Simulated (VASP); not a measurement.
Band structure of TiCo (CsCl type). Method: r2SCAN+rVV10, VASP's PBE PAW potentials (set 64) (plane waves; VASP 6.6.1).

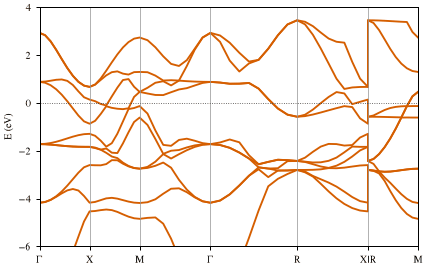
Fig. 1. Bands along high-symmetry lines, zero at the valence-band maximum or, without a gap, the Fermi level

Read the plot: is there a gap, and where are the band edges?

It has no gap at this level: it comes out as a metal or semimetal.

The compound is TiCo in the CsCl type structure. It was relaxed first. The run is not spin-polarised, so no magnetic state was tried. The electron count is odd and the run is not spin-polarised, which forces a metal.
